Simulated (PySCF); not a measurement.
# C4H7Al: the cost of one run

The runs use PySCF 2.14.0, with density-fitted response routines of our own; the level of theory stands in each step. All values are computed, except where a source is named. Atoms count from 0, in the outputs and in this text.

**1. The molecule as given**

12 atoms, charge 0, multiplicity 1; geometry from: PBE0-D3(BJ)/def2-SVP.

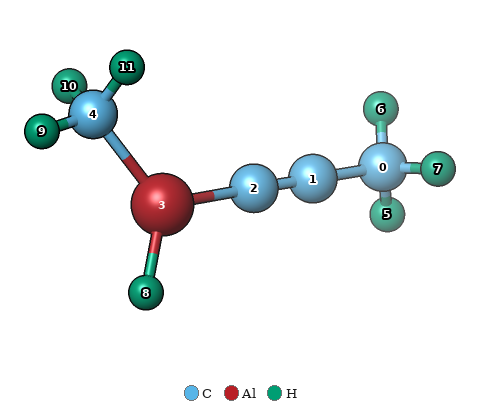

As it starts; carbon blue, aluminium red, hydrogen teal, atoms numbered.

**2. Core holes by ΔSCF: SCAN, X2C**

What the job is given:

```
{"job": {"kind": "xps"}, "charge": 0, "multiplicity": 1}
C      2.970654     0.544546     0.249674
C      1.609586     0.072745     0.074885
C      0.460044    -0.324492    -0.071479
Al    -1.321689    -0.967723    -0.304488
C     -2.822863     0.077283     0.379305
H      3.549672     0.437923    -0.681214
H      2.993570     1.604738     0.546782
H      3.488811    -0.035505     1.030007
H     -1.521552    -2.354824    -1.054491
H     -3.799312    -0.386673     0.170657
H     -2.828581     1.091481    -0.055443
H     -2.738565     0.212269     1.471535
```

With the program's defaults for keys left out, this is: delta-SCF UKS SCAN, pcX-2 on the ionised atom, pcseg-1 elsewhere, spin-free X2C.

Started as:

```bash
> OMP_NUM_THREADS=1 python probes_run.py task.json out
```

One launch serves the whole session: the jobs run in the order shown.

Q: Estimate the wall time and peak memory of this first job on 1 thread of Arm Neoverse V1, shared host.

About 30 s, with a peak of 0.53 GiB.
